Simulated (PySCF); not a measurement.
## Electronic structure of Cl4Ge4H6N6 ((ClGe)4NH6 adamantane) in real space

```yaml
atoms:
  - { symbol: Ge, position_ang: [-1.7494, -0.0179, -0.7688] }
  - { symbol: Cl, position_ang: [-3.7201, -0.0504, -1.5877] }
  - { symbol: N, position_ang: [-0.4707, 0.1539, -2.0780] }
  - { symbol: Ge, position_ang: [1.2354, 0.1542, -1.4202] }
  - { symbol: Cl, position_ang: [2.7385, 0.3348, -2.9263] }
  - { symbol: N, position_ang: [1.4611, -1.4262, -0.5114] }
  - { symbol: Ge, position_ang: [0.2899, -1.5931, 0.8908] }
  - { symbol: Cl, position_ang: [0.6254, -3.4023, 1.9736] }
  - { symbol: N, position_ang: [-1.3941, -1.5651, 0.1518] }
  - { symbol: N, position_ang: [0.4783, -0.1369, 1.9917] }
  - { symbol: Ge, position_ang: [0.1349, 1.4566, 1.1177] }
  - { symbol: Cl, position_ang: [0.2515, 3.0436, 2.5445] }
  - { symbol: N, position_ang: [-1.5374, 1.4155, 0.3540] }
  - { symbol: N, position_ang: [1.3308, 1.5947, -0.2617] }
  - { symbol: H, position_ang: [-0.6362, 0.9663, -2.6737] }
  - { symbol: H, position_ang: [2.4347, -1.6195, -0.2801] }
  - { symbol: H, position_ang: [-1.5939, -2.4023, -0.3967] }
  - { symbol: H, position_ang: [0.0006, -0.2355, 2.8872] }
  - { symbol: H, position_ang: [-2.2906, 1.5342, 1.0308] }
  - { symbol: H, position_ang: [2.2737, 1.8095, 0.0618] }
```

Geometry: PBE0-D3(BJ)/def2-SVP.

All numbers below come from B3LYP/def2-SVPD, SCF density, gas phase in PySCF 2.14.0.

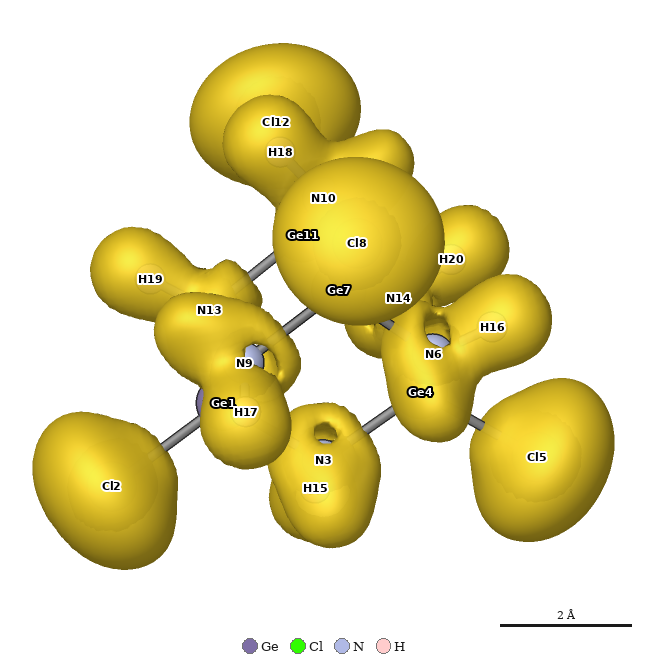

Figure 1. Isosurface of the electron localisation function at 0.75 (yellow), seen at a tilt. Core shells and regions of very low density are left out.

**Describe the localisation domains.**

The surface consists of one region on Cl in which the atom's valence shell and bonds are merged, three regions wrapped around Cl (the valence shell of each) and six joined regions spread over several atoms (H, N), in which their bonds and any lone pairs are merged. Along the contacts the grid gives the following. Ge–N (1.83 Å): the ELF peaks at about 0.85 in the valence shell of N, 0.7 Å from its nucleus, and is about 0.50 at the midpoint. Ge–Cl (2.13 Å): the ELF peaks at about 0.85 in the valence shell of Cl, 0.8 Å from its nucleus, and is about 0.65 at the midpoint.

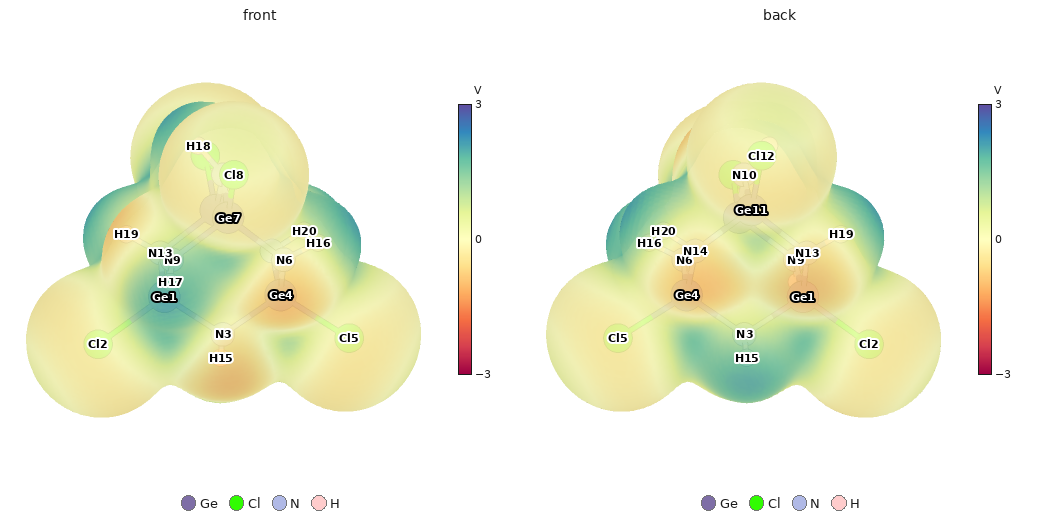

Figure 2. The molecular electrostatic potential painted on the density surface at 0.002 e/bohr³, seen from the front and from behind; red is negative and blue positive.

**Which sites attract a positive test charge, and which a negative one?**

A positive charge is drawn to the negative regions and a negative charge to the positive ones. The most negative region (about −0.9 V) lies over N3, N6, N13 and N14, the most positive (about +2.0 V) over the Ge and H atoms. Cl2 shows a σ-hole: about +0.3 V at the tip opposite its bond, against about −0.2 V on its flanks. Cl5 shows a σ-hole: about +0.3 V at the tip opposite its bond, against about −0.2 V on its flanks. Cl8 shows a σ-hole: about +0.3 V at the tip opposite its bond, against about −0.2 V on its flanks. Cl12 shows a σ-hole: about +0.3 V at the tip opposite its bond, against about −0.2 V on its flanks.

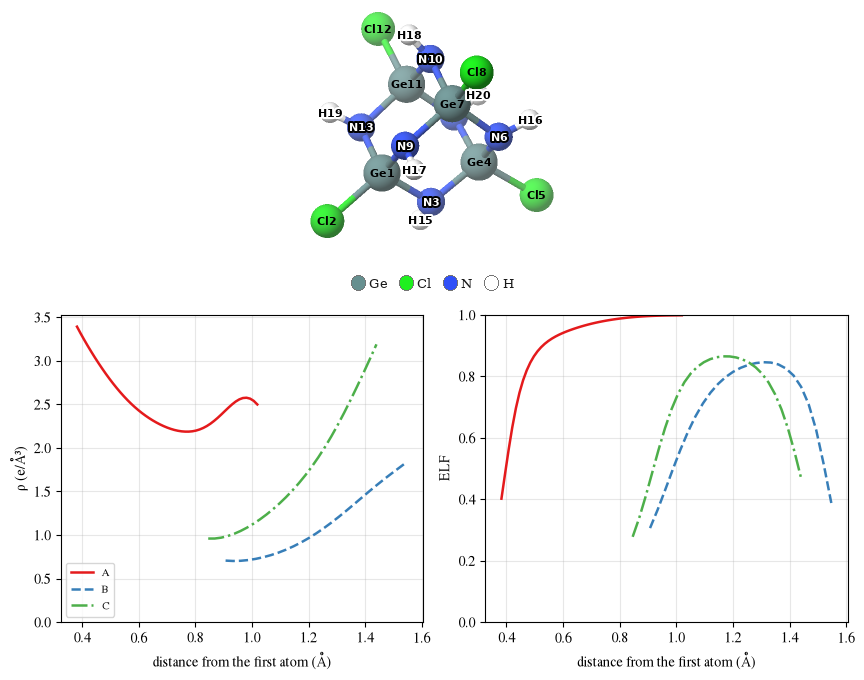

Figure 3. Electron density and ELF along straight lines between neighbouring atoms. The curves leave out the atomic cores. The structure is drawn too.

**Which curve belongs to which contact (Ge–Cl, Ge–N and N–H)? The first atom named is at distance zero.**

Curve A: N–H (1.02 Å): ρ at the midpoint is about 2.7 e/Å³; the ELF climbs to about 1 towards the hydrogen, as it does in any bond to H: a covalent bond by its length. Curve B: Ge–Cl (2.13 Å): ρ is about 0.77 e/Å³ halfway; the ELF peaks at about 0.85 in the valence shell of Cl, 0.8 Å from its nucleus, and is about 0.65 at the midpoint. Curve C: Ge–N (1.83 Å): ρ at the midpoint is about 0.99 e/Å³; the ELF peaks at about 0.85 in the valence shell of N, 0.7 Å from its nucleus, and is about 0.50 at the midpoint.
